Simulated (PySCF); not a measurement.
Spin–spin coupling calculation, with input and output: C7H6F4

System: C7H6F4.
Method: B3LYP/pcJ-1 indirect spin-spin coupling, non-relativistic, gas phase (PySCF 2.14.0).

The geometry comes from this level: PBE0-D3(BJ)/def2-SVP. It belongs to a series of runs on one base structure; here: constitutional isomer.

Figures and captions count atoms from 1; the log counts them from 0 in places.

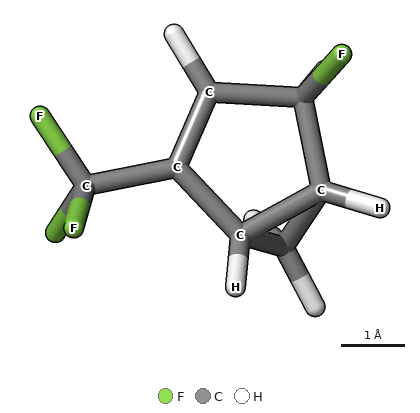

The structure as given in the input (stick view, seen at a tilt). Bond lengths as drawn: C–C 1.34 to 1.52 Å, C–F 1.33 to 1.38 Å and C–H 1.09 to 1.10 Å.

**Key numbers**

| quantity | value |
| --- | --- |
| outcome | converged |
| total energy | −669.695059 hartree |
| HOMO | −7.70 eV |
| LUMO | −1.18 eV |
| dipole moment | 2.46 D |
| hardware | 2 CPU threads, shared host |
| wall time | 80 s (CPU time 2.9 min) |
| peak memory | 1.8 GiB |

**The input**
```
{"job": {"kind": "j", "xc": "B3LYP", "basis": "pcJ-1"}, "charge": 0, "multiplicity": 1}
F     -0.368865    -0.525095     2.770285
C     -0.791910    -0.592176     1.459584
C      0.283955    -1.174412     0.585692
C      0.733874    -0.262945    -0.286418
C      1.801463    -0.492147    -1.306205
F      2.742583     0.455142    -1.228777
F      2.399518    -1.673548    -1.154405
F      1.301821    -0.447460    -2.546472
C      0.000088     1.025326    -0.196718
C     -1.471016     0.917691    -0.519165
C     -1.013110     0.799691     0.898073
H     -1.714653    -1.199991     1.448943
H      0.629173    -2.206132     0.663153
H      0.528827     1.969720    -0.344177
H     -1.803728     0.020138    -1.049555
H     -1.997374     1.835003    -0.795730
H     -1.267738     1.584378     1.613899
```

The first line tells a small driver script what to run in PySCF; the rest is the geometry in Å.

Launched with:
```bash
OMP_NUM_THREADS=2 python <driver script> task.json out
```

**Log**
```
coarse grid: 15672 points
cycle   1  E = -669.4197302954  dE =  1.919e+00  |g| = 1.050e+00  |ddm| = 3.805e+00
cycle   2  E = -669.1975903352  dE =  2.221e-01  |g| = 1.642e+00  |ddm| = 1.579e+00
cycle   3  E = -669.5969068869  dE = -3.993e-01  |g| = 1.090e-01  |ddm| = 9.986e-01
cycle   4  E = -669.5976219187  dE = -7.150e-04  |g| = 9.345e-02  |ddm| = 1.747e-01
cycle   5  E = -669.5996434887  dE = -2.022e-03  |g| = 2.056e-02  |ddm| = 8.988e-02
cycle   6  E = -669.5997355459  dE = -9.206e-05  |g| = 5.847e-03  |ddm| = 2.050e-02
cycle   7  E = -669.5997427716  dE = -7.226e-06  |g| = 1.199e-03  |ddm| = 5.712e-03
final grid: 157104 points
cycle   8  E = -669.6950437568  dE = -2.632e-04  |g| = 9.391e-03  |ddm| = 3.284e-02
cycle   9  E = -669.6950251478  dE =  1.861e-05  |g| = 1.403e-02  |ddm| = 1.775e-02
cycle  10  E = -669.6950585011  dE = -3.335e-05  |g| = 8.957e-04  |ddm| = 1.108e-02
cycle  11  E = -669.6950585219  dE = -2.079e-08  |g| = 7.654e-04  |ddm| = 1.353e-03
cycle  12  E = -669.6950586317  dE = -1.098e-07  |g| = 1.362e-04  |ddm| = 6.480e-04
cycle  13  E = -669.6950586357  dE = -4.053e-09  |g| = 4.405e-05  |ddm| = 1.404e-04
cycle  14  E = -669.6950586361  dE = -4.070e-10  |g| = 1.003e-05  |ddm| = 4.071e-05
```

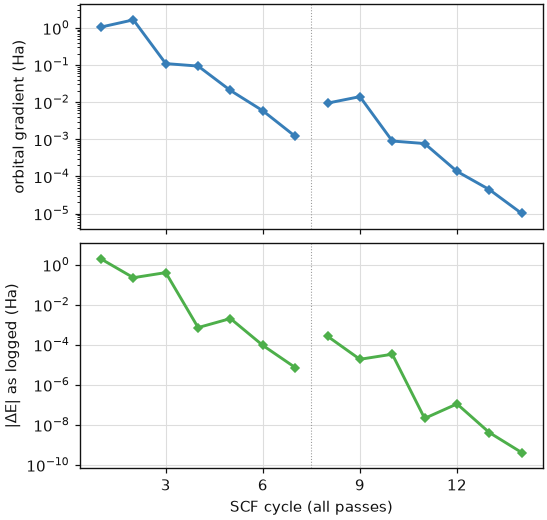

Convergence of the self-consistent field: orbital gradient and size of the energy change against the SCF cycle. The dotted line marks the change from a coarse to the final integration grid. The first 7 cycles use a coarse grid, the final grid takes over at cycle 8, and the field converges after 14 cycles in all.

```
converged SCF energy = -669.6950586361

Indirect spin-spin couplings (Hz)
  i      j    bonds     total        FC       PSO       DSO        SD
  0 F    1 C    1   -242.502  -287.553    22.941     0.922    21.187
  0 F    2 C    2     15.962    19.488    -3.971     0.097     0.347
  0 F    3 C    3     11.635    10.802     0.846    -0.084     0.072
  0 F    4 C    4     -1.571    -2.506     0.672    -0.079     0.342
  0 F    5 F    5      9.946     7.249     1.954    -0.430     1.174
  0 F    6 F    5     -0.238     0.150     0.113    -0.401    -0.100
  0 F    7 F    5      7.394     6.012     1.493    -0.852     0.741
  0 F    8 C    3     -5.485    -4.737    -0.484    -0.130    -0.134
  0 F    9 C    3      3.667     3.737    -0.200    -0.312     0.441
  0 F   10 C    2     26.770    25.402    -0.061     0.113     1.317
  0 F   11 H    2     59.357    55.796     8.119    -0.830    -3.729
  0 F   12 H    3      3.428     2.198     1.292    -0.373     0.312
  0 F   13 H    4      6.361     6.543     0.848    -0.833    -0.197
  0 F   14 H    4     -3.618    -2.945     0.591    -1.125    -0.141
  0 F   15 H    4     -2.128    -2.072     1.199    -1.238    -0.016
  0 F   16 H    3     20.747    20.128     0.622     0.357    -0.360
  1 C    5 F    4      1.180     1.319    -0.011    -0.160     0.031
  1 C    6 F    4     -0.329    -0.427     0.233    -0.111    -0.024
  1 C    7 F    4     -0.643    -0.984     0.276    -0.142     0.207
  1 C   11 H    1    160.293   159.573    -0.612     1.332         -
  1 C   12 H    2      5.227     5.407    -0.110    -0.070         -
  1 C   13 H    3      0.820     0.869     0.260    -0.309         -
  1 C   14 H    3      5.093     5.018    -0.188     0.263         -
  1 C   15 H    3      3.815     3.812     0.318    -0.315         -
  1 C   16 H    2     -1.451    -1.416    -0.030    -0.005         -
  2 C    5 F    3      5.589     5.332     2.900    -0.198    -2.446
  2 C    6 F    3      0.770     1.525    -1.709     0.216     0.738
  2 C    7 F    3      5.406     6.446     1.933    -0.138    -2.834
  2 C   11 H    2     -0.151    -0.079    -0.122     0.050         -
  2 C   12 H    1    181.220   180.445    -0.314     1.089         -
  2 C   13 H    3      5.222     5.329     0.281    -0.388         -
  2 C   14 H    4     -0.393    -0.402    -0.226     0.235         -
  2 C   16 H    3      3.997     4.138     0.244    -0.385         -
  3 C    5 F    2     41.384    41.092    -1.828     0.241     1.879
  3 C    6 F    2     33.972    35.271    -2.122     0.193     0.630
  3 C    7 F    2     35.451    35.800    -2.383     0.239     1.796
  3 C   11 H    3      6.197     6.386     0.035    -0.225         -
  3 C   12 H    2      2.462     4.088    -1.466    -0.161         -
  3 C   13 H    2      1.443     1.606    -0.221     0.058         -
  3 C   14 H    3      4.972     4.935    -0.315     0.353         -
  3 C   15 H    3      3.563     3.597     0.270    -0.305         -
  3 C   16 H    3      3.261     3.363     0.199    -0.301         -
  4 C    5 F    1   -330.451  -306.699   -34.575     1.478     9.345
  4 C    6 F    1   -338.152  -312.220   -36.207     1.482     8.793
  4 C    7 F    1   -334.370  -310.687   -34.473     1.482     9.308
  4 C   11 H    4     -0.476    -0.485     0.153    -0.145         -
  4 C   12 H    3      3.673     3.657    -0.219     0.235         -
  4 C   13 H    3      0.965     0.950    -0.249     0.264         -
  4 C   14 H    4      0.223     0.212    -0.135     0.146         -
  4 C   16 H    4      0.512     0.490     0.223    -0.201         -
  5 F    6 F    2     68.839    41.583   -21.889    -0.292    49.437
  5 F    7 F    2     91.646    55.424   -17.534    -0.253    54.008
  5 F    8 C    3     -1.071    -0.662    -0.587     0.202    -0.024
  5 F    9 C    4     -0.998    -0.995     0.158    -0.158    -0.003
  5 F   10 C    4     -0.194    -0.100     0.115    -0.144    -0.064
  5 F   11 H    5      0.267     0.194     1.058    -1.095     0.109
  5 F   12 H    4     -2.917    -2.574     1.546    -0.991    -0.899
  5 F   14 H    5      0.169     0.218     0.785    -0.773    -0.061
  6 F    7 F    2     65.687    42.917   -26.319    -0.282    49.371
  6 F    8 C    3      5.181     3.822     0.730    -0.242     0.871
  6 F   10 C    4      1.062     1.071     0.103    -0.226     0.113
  6 F   11 H    5     -0.195    -0.179     0.661    -0.632    -0.045
  6 F   12 H    4      1.818     2.119    -1.699     1.501    -0.103
  6 F   13 H    4     -1.023    -0.706     0.926    -1.224    -0.020
  6 F   14 H    5      0.882     0.894     0.480    -0.431    -0.062
  6 F   15 H    5      0.267     0.294     1.049    -1.099     0.023
  6 F   16 H    5      1.520     1.558     1.010    -1.080     0.032
  7 F    8 C    3     -0.607    -0.432    -0.294     0.153    -0.035
  7 F    9 C    4     -2.029    -1.924    -0.167     0.087    -0.025
  7 F   10 C    4     -0.416    -0.348     0.263    -0.170    -0.162
  7 F   11 H    5      5.613     5.527     0.670    -0.595     0.011
  7 F   12 H    4     -3.922    -3.427     1.278    -0.674    -1.099
  7 F   13 H    4     -0.497    -0.686     0.296     0.004    -0.111
  7 F   15 H    5     -0.258    -0.160     0.143    -0.261     0.019
  8 C   11 H    3      4.007     4.059     0.259    -0.311         -
  8 C   12 H    3      9.323     9.350     0.387    -0.414         -
  8 C   13 H    1    182.992   181.611     0.147     1.235         -
  8 C   14 H    2     -2.372    -2.507     0.235    -0.100         -
  8 C   15 H    2     -1.606    -1.716     0.253    -0.142         -
  8 C   16 H    2     -0.686    -0.749     0.218    -0.154         -
  9 C   11 H    3      1.825     1.859    -0.095     0.062         -
  9 C   12 H    4     -2.126    -2.172     0.353    -0.308         -
  9 C   13 H    2     -0.640    -0.729     0.308    -0.218         -
  9 C   14 H    1    173.843   172.520     0.355     0.968         -
  9 C   15 H    1    167.775   166.372     0.534     0.869         -
  9 C   16 H    2     -1.160    -1.164     0.247    -0.243         -
 10 C   11 H    2      1.690     1.805    -0.182     0.067         -
 10 C   12 H    3      7.189     7.199     0.388    -0.398         -
 10 C   13 H    2     -1.161    -1.254     0.268    -0.176         -
 10 C   14 H    2     -2.176    -2.272     0.250    -0.154         -
 10 C   15 H    2     -1.625    -1.667     0.203    -0.160         -
 10 C   16 H    1    180.005   178.614     0.196     1.195         -
 11 H   12 H    3      2.662     2.650     0.301    -0.289         -
 11 H   13 H    4      3.468     3.521     1.886    -1.939         -
 11 H   14 H    4     -0.474    -0.536    -1.138     1.201         -
 11 H   15 H    4     -0.611    -0.545     0.952    -1.018         -
 11 H   16 H    3      0.242     0.324     1.106    -1.189         -
 12 H   14 H    5      0.502     0.527     0.362    -0.387         -
 12 H   15 H    5      0.434     0.504     1.538    -1.608         -
 12 H   16 H    4      1.623     1.707     1.823    -1.907         -
 13 H   14 H    3      3.315     3.319     2.228    -2.233         -
 13 H   15 H    3      8.042     8.058     0.053    -0.069         -
 13 H   16 H    3      6.065     6.087     0.206    -0.229         -
 14 H   15 H    2     -5.329    -5.484     2.751    -2.596         -
 14 H   16 H    3      5.375     5.394     2.381    -2.400         -
 15 H   16 H    3      9.720     9.760     0.035    -0.074         -
```
